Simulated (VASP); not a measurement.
Band structure of As (a7). Calculation: PW91 GGA, VASP's PBE PAW potentials (set 64) (plane waves; VASP).

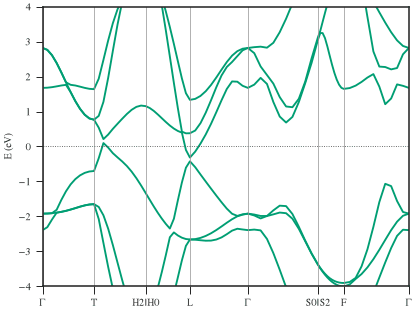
Bands along high-symmetry lines, zero at the valence-band maximum or, without a gap, the Fermi level

Read the plot: is there a gap, and where are the band edges?

It has no gap at this level: it comes out as a metal or semimetal. (Edges off the drawn lines would not show.)

The compound is As in the a7 structure. It was relaxed first.
